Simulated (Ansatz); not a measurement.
Consider CdSe in the wurtzite structure (space group P6_3mc, No. 186; a = 4.2475 Å, c = 6.9410 Å).

One thing is altered: cell and atoms relaxed at a pressure of 4.5 GPa.

Level of theory: LDA in Ansatz (plane waves to 420 eV, PAW, no spin-orbit coupling).

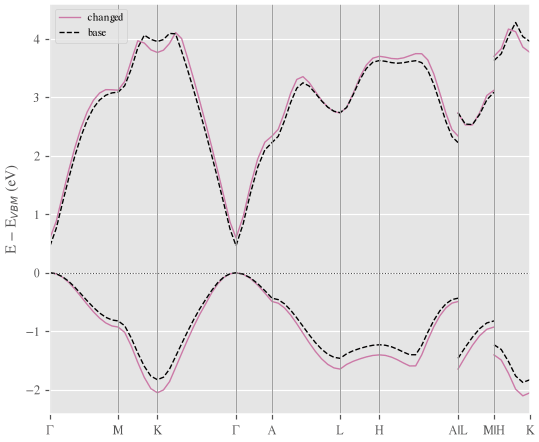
Fig. 1. Highest valence and lowest conduction band along the path, each from its own valence-band maximum

The gap is 0.60 eV, direct at Γ; the base has 0.46 eV.

Load acts through the strain it causes; cell and atoms are relaxed under it. Whether these cells are dynamically stable was not tested. Measured, CdSe leaves this structure (for rock salt) near 2.72 GPa (temperature not stated; as listed in Datta, Sujoy, Jana, Debnarayan, arXiv (2020)), on rising pressure, with hysteresis.

Ansatz is a program for electronic structure.
